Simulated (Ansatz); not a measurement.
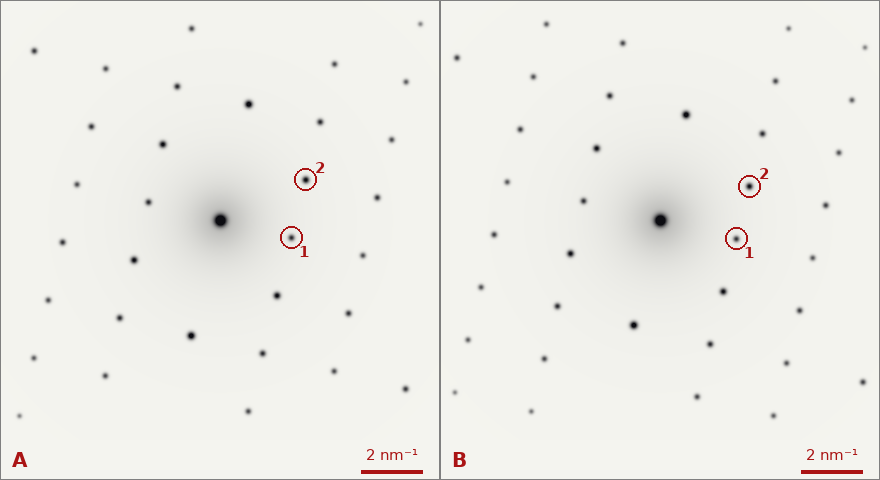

Kinematic electron diffraction patterns (300 kV, B = 0.5 Å², same scale) along [010] of the run's own cell, for the start and the end of one relaxation of LiBiO with Ansatz 0.2.0, DFT PBE, scalar-relativistic, plane waves, PAW. k mesh 12×12×8. The start is a generated model structure, and the relaxation ends in the nearest stationary point of its symmetry, not necessarily the ground state. Spot 1 is -1 0 0 and spot 2 is -1 0 1 in both.

Start structure:

```yaml
crystal:
  lattice:
    - [4.47250, 0.00000, 0.00000]
    - [-2.23625, 3.87330, 0.00000]
    - [0.00000, 0.00000, 5.62341]
  atoms:
    - { symbol: Li, position: [0.00000, 0.00000, 0.00000] }
    - { symbol: Li, position: [0.00000, 0.00000, 0.50000] }
    - { symbol: Bi, position: [0.33333, 0.66667, 0.25000] }
    - { symbol: Bi, position: [0.66667, 0.33333, 0.75000] }
    - { symbol: O, position: [0.33333, 0.66667, 0.75000] }
    - { symbol: O, position: [0.66667, 0.33333, 0.25000] }
```

Question: Which pattern belongs to the start structure, and which to the relaxed one?

Answer: B is the start: its cell gives d(1) = 3.873 Å, d(2) = 3.190 Å and an angle of 34.6°. A is the relaxed structure, with d(1) = 4.139 Å (+6.9 %), d(2) = 3.217 Å (+0.8 %) and 39.0°.

Question: Summarise the relaxation behind the change.

Answer: The volume changed by +3.8 % to 16.85 Å³ an atom; the fractional coordinates hardly changed; the space group stayed P6_3/mmc (No. 194); the free energy fell by 58 meV an atom. Relaxed cell: a = 4.779 Å, b = 4.779 Å, c = 5.112 Å, α = 90.00°, β = 90.00°, γ = 120.00°.
